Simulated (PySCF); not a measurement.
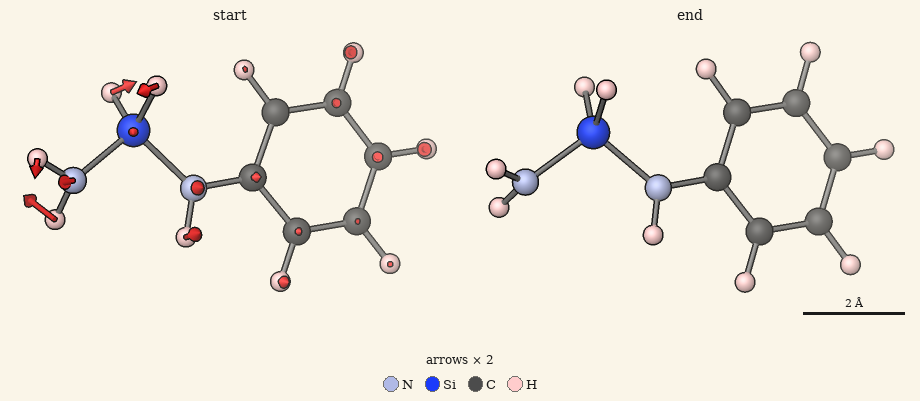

The structure of C6H10N2Si before (left) and after (right) a relaxation, at one scale. The red arrows give the displacements, magnified 2 times.

Style: ball-and-stick. Shown at a tilt.

The start comes from GFN2-xTB. Its atoms were then displaced at random by about 0.01 Å.

All numbers below come from PySCF, PBE0-D3(BJ)/def2-SVP geometry optimisation, gas phase. 

Describe what moved and what it gained.

The atom that moves furthest after the best rigid fit is an H atom (0.57 Å). By element the largest moves are H 0.57 Å, N 0.29 Å, C 0.13 Å, Si 0.10 Å. Among the contacts that change: C–N 1.322 → 1.385 Å, H–N 0.970 → 1.012 Å, C–C 1.361 → 1.390 Å, H–Si 1.470 → 1.496 Å. Bond angles that change, for instance: Si–N–H 116.8° → 121.5°, H–Si–H 112.3° → 108.2°, N–Si–N 103.0° → 105.9°. Groups turn about N–Si by about 25°. Over 12 geometry steps the energy falls by 0.318 eV.
